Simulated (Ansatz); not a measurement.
# HfSnO4: the cost of one run

Method: DFT PBE, scalar-relativistic, plane waves, PAW, in Ansatz 0.2.0.

### 1 The structure to begin with

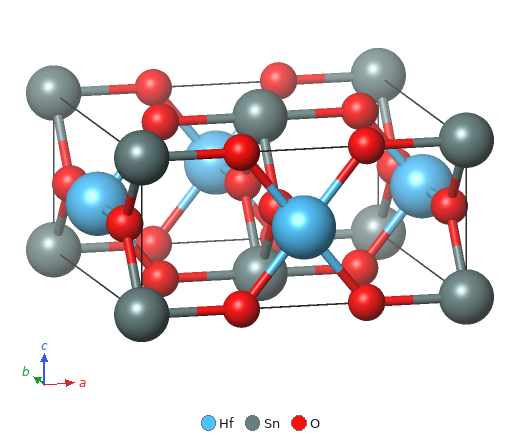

Start, viewed slightly off an axis; hafnium blue, tin teal, oxygen red. Atoms on the faces are drawn again on the opposite ones. The cell drawn here is the conventional one.

Structure file:

```
CELL_PARAMETERS angstrom
3.53406 -3.53406 0.00000
3.53406 3.53406 0.00000
0.00000 0.00000 3.36131
ATOMIC_POSITIONS crystal
Hf 0.50000 0.50000 0.50000
Sn 0.00000 0.00000 0.00000
O 0.69290 0.30710 0.00000
O 0.19290 0.19290 0.50000
O 0.30710 0.69290 0.00000
O 0.80710 0.80710 0.50000
```

The start is an ordering of an alloy on its end members' structure types: elements ordered on the sites of the SnO2 type, Hf/Sn on Sn (Cmmm, No. 65).

### 2 The guess as it stands, on a coarse mesh

Contents of input.yaml:

```yaml
crystal:
  lattice:
    - [3.53406151, -3.53406151, 0.0]
    - [3.53406151, 3.53406151, 0.0]
    - [0.0, 0.0, 3.3613055]
  atoms:
    - { symbol: Hf, position: [0.5, 0.5, 0.5] }
    - { symbol: Sn, position: [0.0, 0.0, 0.0] }
    - { symbol: O, position: [0.6929, 0.3071, 0.0] }
    - { symbol: O, position: [0.1929, 0.1929, 0.5] }
    - { symbol: O, position: [0.3071, 0.6929, 0.0] }
    - { symbol: O, position: [0.8071, 0.8071, 0.5] }
basis:
  ecutwfc: 420
kpoints:
  mp_grid: { grid: [4, 4, 6] }
hamiltonian:
  xc: pbe
scf:
  occupations: { method: gaussian, width: 0.1 }
  lower_state_search: "off"
output:
  forces: true
  stress: true
  eigenvalues: true
```

Started as:

```console
ansatz run input.yaml --threads 1 --pin off --max-ram 2560MiB --backend cpu --events-out ev --progress --plain --runs-dir out
```

What time and memory should one allow on 1 thread of AMD EPYC 9R45 (Zen 5), shared host?

About 1.9 s, with a peak of 0.42 GiB.
